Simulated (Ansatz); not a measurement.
# Geometry relaxation, with input and output: Be₄O₃ (charge +1) (part 2 of 2)

Be₄O₃, charge +1, multiplicity 2; UKS PBE0-D4/def2-SVP (Ansatz 0.2.0). The geometry: GFN1-xTB start.

Geometry of the input (Å):
```
Be -0.8472  -0.2155  1.1266
Be 1.3968  0.1157  -1.2735
Be 1.0460  -0.8755  1.3157
Be -0.5425  0.6462  -1.1516
O  -1.4508  -0.2476  -0.2882
O  1.4585  -0.4537  0.0248
O  -1.0608  1.0305  0.2462
```

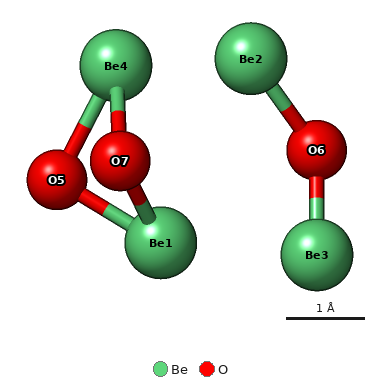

Figure 1. The geometry at step 11 of the log (ball-and-stick view, seen at a tilt; atoms are numbered from 1 in the order of the input).

Trajectory as extended XYZ, continued:
```
7
Properties=species:S:1:pos:R:3:forces:R:3 step=3 energy=-7722.78197
Be   -0.8925   -0.2196    1.1649   -0.4445   0.4197  -0.6718
Be    1.4175    0.1038   -1.2693    0.6182  -0.6467   1.0823
Be    1.0699   -0.8767    1.3118    0.9064   0.1661  -1.0605
Be   -0.5745    0.6767   -1.1897   -0.6237  -0.0862   0.6532
O    -1.6011   -0.2573   -0.3143    0.2786   0.2874   0.1473
O     1.7632   -0.5500    0.0292   -0.8081   0.2574  -0.0098
O    -1.1825    1.1232    0.2674    0.0731  -0.3977  -0.1407
7
Properties=species:S:1:pos:R:3:forces:R:3 step=4 energy=-7722.88108
Be   -0.8863   -0.2039    1.1227   -0.0799   0.0144   0.0279
Be    1.4612    0.0820   -1.2518   -0.0484   0.0068   0.0241
Be    1.1184   -0.8856    1.2953   -0.0410   0.0236  -0.0257
Be   -0.5797    0.6606   -1.1478   -0.0710   0.0339  -0.0319
O    -1.6270   -0.2464   -0.3137    0.0684   0.0564   0.0309
O     1.7228   -0.5357    0.0293    0.1448  -0.0470   0.0029
O    -1.2095    1.1291    0.2660    0.0270  -0.0881  -0.0283
7
Properties=species:S:1:pos:R:3:forces:R:3 step=5 energy=-7722.88590
Be   -0.8968   -0.2033    1.1296   -0.0292   0.0201  -0.0232
Be    1.4580    0.0817   -1.2441   -0.0401  -0.0105   0.0454
Be    1.1170   -0.8813    1.2885   -0.0264   0.0250  -0.0496
Be   -0.5885    0.6659   -1.1551   -0.0341   0.0016   0.0212
O    -1.6265   -0.2467   -0.3136    0.0496   0.0542   0.0274
O     1.7456   -0.5450    0.0288    0.0691  -0.0165   0.0039
O    -1.2089    1.1287    0.2658    0.0113  -0.0739  -0.0251
7
Properties=species:S:1:pos:R:3:forces:R:3 step=6 energy=-7722.88779
Be   -0.9027   -0.2007    1.1291   -0.0286  -0.0042   0.0243
Be    1.4474    0.0758   -1.2289    0.0270   0.0172  -0.0434
Be    1.1104   -0.8760    1.2708    0.0159  -0.0167   0.0492
Be   -0.5948    0.6670   -1.1549   -0.0201   0.0162  -0.0273
O    -1.6298   -0.2442   -0.3128   -0.0023  -0.0046  -0.0021
O     1.7813   -0.5507    0.0315    0.0073  -0.0133  -0.0038
O    -1.2119    1.1288    0.2652    0.0007   0.0054   0.0031
7
Properties=species:S:1:pos:R:3:forces:R:3 step=7 energy=-7722.88816
Be   -0.9049   -0.2017    1.1309    0.0001   0.0006   0.0013
Be    1.4508    0.0775   -1.2317   -0.0008   0.0006  -0.0004
Be    1.1135   -0.8754    1.2753   -0.0001  -0.0006  -0.0006
Be   -0.5960    0.6687   -1.1570    0.0012   0.0007  -0.0017
O    -1.6291   -0.2444   -0.3132    0.0002  -0.0015   0.0001
O     1.7771   -0.5531    0.0300   -0.0013   0.0004   0.0010
O    -1.2113    1.1284    0.2655    0.0008  -0.0001   0.0003
7
Properties=species:S:1:pos:R:3:forces:R:3 step=8 energy=-7722.88870
Be   -0.8977   -0.1987    1.1185   -0.0126   0.0128  -0.0186
Be    1.4296    0.0800   -1.2222   -0.0122   0.0095  -0.0135
Be    1.1320   -0.8853    1.2855    0.0243  -0.0025  -0.0133
Be   -0.5999    0.6752   -1.1695    0.0211   0.0008  -0.0165
O    -1.6289   -0.2439   -0.3146   -0.0063  -0.0066   0.0143
O     1.7760   -0.5562    0.0382   -0.0092  -0.0105   0.0322
O    -1.2111    1.1289    0.2641   -0.0051  -0.0036   0.0153
7
Properties=species:S:1:pos:R:3:forces:R:3 step=9 energy=-7722.88886
Be   -0.8961   -0.1981    1.1166   -0.0157   0.0162  -0.0268
Be    1.4272    0.0799   -1.2216   -0.0181   0.0141  -0.0145
Be    1.1353   -0.8882    1.2875    0.0224   0.0024  -0.0170
Be   -0.6002    0.6758   -1.1709    0.0248   0.0014  -0.0221
O    -1.6294   -0.2436   -0.3149   -0.0031  -0.0071   0.0217
O     1.7748   -0.5552    0.0398   -0.0067  -0.0177   0.0380
O    -1.2116    1.1293    0.2636   -0.0036  -0.0094   0.0208
7
Properties=species:S:1:pos:R:3:forces:R:3 step=10 energy=-7722.99122
Be   -0.8300   -0.1713    1.0318   -0.0458   0.2428  -0.5870
Be    1.3193    0.0941   -1.1822    0.0369  -0.0666   0.1976
Be    1.2773   -0.9882    1.3695    0.3207   0.1690  -0.5402
Be   -0.6149    0.7014   -1.2314   -0.0960   0.0415  -0.0686
O    -1.6494   -0.2330   -0.3271   -0.0936   0.0078   0.2359
O     1.7315   -0.5477    0.0961    0.0124  -0.2991   0.5717
O    -1.2338    1.1448    0.2433   -0.1346  -0.0954   0.1907
7
Properties=species:S:1:pos:R:3:forces:R:3 step=11 energy=-7723.05077
Be   -0.7935   -0.1493    0.9377    0.1823  -0.0077  -0.1135
Be    1.2647    0.1129   -1.0565    0.5826  -0.7626   0.6983
Be    1.3768   -0.9601    1.3836   -0.2355  -0.0182   0.0619
Be   -0.6792    0.7313   -1.2455   -0.0479  -0.0173   0.2751
O    -1.7183   -0.2075   -0.3438   -0.1202   0.0540  -0.0285
O     1.8608   -0.6928    0.0942   -0.1687   0.6927  -0.8895
O    -1.3112    1.1656    0.2303   -0.1925   0.0591  -0.0038
7
Properties=species:S:1:pos:R:3:forces:R:3 step=12 energy=-7723.14281
Be   -0.7938   -0.1310    0.9017    0.1878  -0.0811   0.0834
Be    1.2830    0.0438   -1.0245    0.2808  -0.3533   0.5873
Be    1.3704   -0.9815    1.3441   -0.1869   0.1756  -0.3010
Be   -0.6875    0.7285   -1.2216   -0.1525  -0.1326   0.4521
O    -1.7720   -0.1869   -0.3388   -0.0272   0.1637  -0.1782
O     1.9687   -0.6580    0.1012   -0.0669   0.2177  -0.4044
O    -1.3688    1.1851    0.2377   -0.0350   0.0100  -0.2391
7
Properties=species:S:1:pos:R:3:forces:R:3 step=13 energy=-7723.27750
Be   -0.8056   -0.1063    0.8614    0.1261  -0.2107   0.4070
Be    1.3243   -0.0258   -0.9285    0.1983  -0.1925   0.4603
Be    1.3213   -0.9347    1.2390    0.3087   0.3607  -0.9867
Be   -0.6885    0.7070   -1.1554   -0.5907  -0.0570   0.5220
O    -1.8523   -0.1619   -0.3337    0.2241   0.2742  -0.3465
O     2.1602   -0.6864    0.0727   -0.4943  -0.0895   0.4398
O    -1.4594    1.2080    0.2445    0.2280  -0.0852  -0.4960
7
Properties=species:S:1:pos:R:3:forces:R:3 step=14 energy=-7723.23220 accepted=F
Be   -0.8767   -0.1375    0.9378    0.2022  -0.0276   0.1751
Be    1.3903   -0.0249   -0.8910    0.7008  -0.5731   0.3212
Be    1.2247   -0.7983    1.1296    1.4168  -0.1871  -1.3755
Be   -0.7203    0.6924   -1.0991    0.1761   0.0007   0.0435
O    -1.8524   -0.1559   -0.3400   -0.1454  -0.0630  -0.0910
O     2.2789   -0.7778    0.0182   -2.2467   0.7265   0.9530
O    -1.4446    1.2021    0.2446   -0.1037   0.1236  -0.0262
7
Properties=species:S:1:pos:R:3:forces:R:3 step=15 energy=-7723.36868
Be   -0.8396   -0.1144    0.9068    0.1755  -0.1766   0.2058
Be    1.3580   -0.0400   -0.8957   -0.0305   0.0429  -0.0389
Be    1.2861   -0.8882    1.1579   -0.0269   0.1469  -0.2797
Be   -0.7095    0.6983   -1.1273   -0.1087  -0.1078   0.2290
O    -1.8560   -0.1583   -0.3363    0.0720   0.0985  -0.1651
O     2.2088   -0.7047    0.0631   -0.1127  -0.0711   0.2095
O    -1.4477    1.2073    0.2315    0.0311   0.0671  -0.1606
7
Properties=species:S:1:pos:R:3:forces:R:3 step=16 energy=-7723.39251
Be   -0.8935   -0.1324    0.9767    0.0576  -0.0021  -0.0632
Be    1.4145   -0.0345   -0.9488    0.0569  -0.0263   0.0207
Be    1.2170   -0.8400    1.1044    0.0614   0.0483  -0.1510
Be   -0.6762    0.6704   -1.0960   -0.0211  -0.0894   0.1791
O    -1.8406   -0.1608   -0.3316    0.0091  -0.0083  -0.0564
O     2.2037   -0.7037    0.0586   -0.1715   0.0179   0.0822
O    -1.4248    1.2010    0.2367    0.0076   0.0599  -0.0113
7
Properties=species:S:1:pos:R:3:forces:R:3 step=17 energy=-7723.38738 accepted=F
Be   -0.9029   -0.1327    0.9826    0.0614   0.0375   0.0644
Be    1.4384   -0.0065   -0.9483   -0.0471  -0.0768  -0.1306
Be    1.2112   -0.7942    1.1007   -0.0608  -0.1071  -0.0543
Be   -0.6605    0.6585   -1.0746    0.0362   0.0556   0.0628
O    -1.8280   -0.1710   -0.3360   -0.0602  -0.0141  -0.0237
O     2.1776   -0.7520    0.0353    0.0964   0.1126   0.1228
O    -1.4358    1.1980    0.2403   -0.0258  -0.0077  -0.0414
7
Properties=species:S:1:pos:R:3:forces:R:3 step=18 energy=-7723.39735
Be   -0.9090   -0.1330    0.9869    0.0305  -0.0070  -0.0191
Be    1.4372   -0.0351   -0.9655    0.0225  -0.0133   0.0149
Be    1.1998   -0.8265    1.0865    0.0211   0.0285  -0.0773
Be   -0.6613    0.6556   -1.0749    0.0061  -0.0380   0.0691
O    -1.8431   -0.1602   -0.3308   -0.0015  -0.0115  -0.0230
O     2.2029   -0.7027    0.0583   -0.0841   0.0107   0.0357
O    -1.4266    1.2019    0.2395    0.0053   0.0306  -0.0003
7
Properties=species:S:1:pos:R:3:forces:R:3 step=19 energy=-7723.39936
Be   -0.9299   -0.1350    1.0029   -0.0053   0.0031  -0.0047
Be    1.4640   -0.0356   -0.9863    0.0030  -0.0025   0.0029
Be    1.1763   -0.8083    1.0635   -0.0026   0.0029  -0.0049
Be   -0.6407    0.6385   -1.0516   -0.0021  -0.0020   0.0073
O    -1.8443   -0.1605   -0.3288    0.0029  -0.0043   0.0000
O     2.2005   -0.7008    0.0574   -0.0012   0.0016  -0.0021
O    -1.4260    1.2016    0.2430    0.0052   0.0011   0.0015
```

Key numbers:

```tsv
quantity	value
outcome	converged
total energy	−7723.3994 eV
mean-field energy	−7723.2823 eV
dispersion energy	−0.1171 eV
⟨S²⟩	0.766
HOMO (either spin)	−12.54 eV
LUMO (either spin)	−9.99 eV
largest force (length of the vector) at the end	0.008 eV/Å
hardware	4 threads of Arm Neoverse V2, 23 GiB of memory available, shared host
wall time	20 s (CPU time 73 s)
peak memory	0.18 GiB
```
